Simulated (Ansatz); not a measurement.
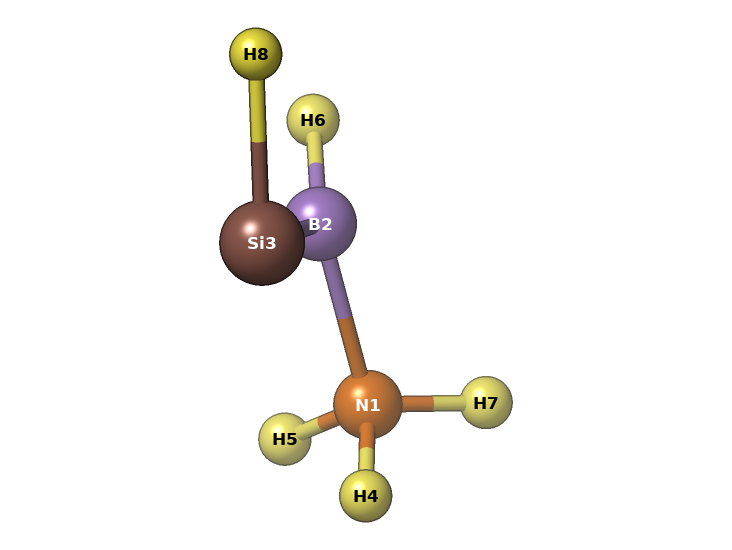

B2 lies behind Si3. The molecule seen a little off the Si3–B2 bond, Si3 in front. Distant atoms are faded towards the background colour. State: neutral, doublet. The geometry was computed by an optimisation with PBE0-D4/def2-TZVP. No frequency run is at hand to confirm it as a minimum.

Q: What is the torsion angle H8–Si3–B2–N1? The sign is positive where the front bond must turn clockwise to cover the back bond.

A: 171°, antiperiplanar (anti).
